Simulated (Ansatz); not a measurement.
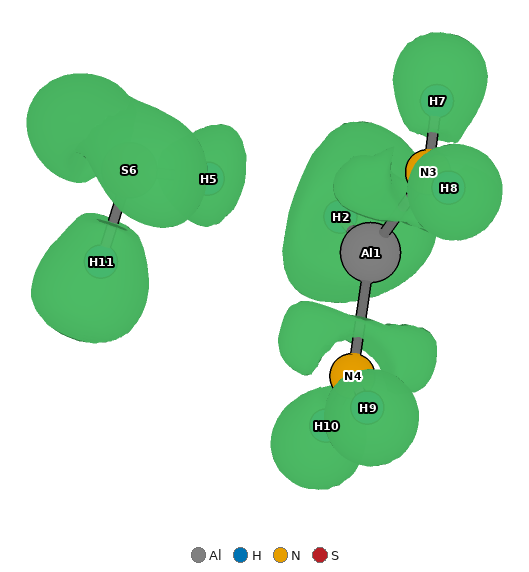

AlH$_{5}$N$_{2}$···H$_{2}$S. Isosurface of the ELF at 0.85 (green), seen at a tilt. Core shells and regions of very low density are left out.

Not at a stationary point (largest force 0.7 eV/Å).

Theory: UKS B3LYP-D4/6-31G* (Ansatz 0.2.0).

```xyz
11

Al    0.2831   -0.6802   -0.0540
H     1.1427   -0.1340   -1.2123
N     1.0293   -0.9793    1.5347
N    -1.4235   -1.0841   -0.3683
H     0.8952    1.7763   -1.1596
S     0.2978    2.8429   -0.5682
H     1.9832   -0.7267    1.7585
H     0.5523   -1.3030    2.3661
H    -2.0907   -1.4218    0.3133
H    -1.8601   -1.0180   -1.2785
H    -0.8092    2.7279   -1.3319
```

Q: What do the ELF domains correspond to?

A: At this value the surface marks out seven regions around hydrogen nuclei, two lobes of the valence shell of N pointing towards Al and one region wrapped around S (its valence shell).

Values along the shortest contacts:
Al1···H5 (2.76 Å): the ELF dips to about 0.10 between them. Al–N (1.78 Å): the ELF peaks at about 0.90 in the valence shell of N, 0.7 Å from its nucleus, and is about 0.55 at the midpoint.
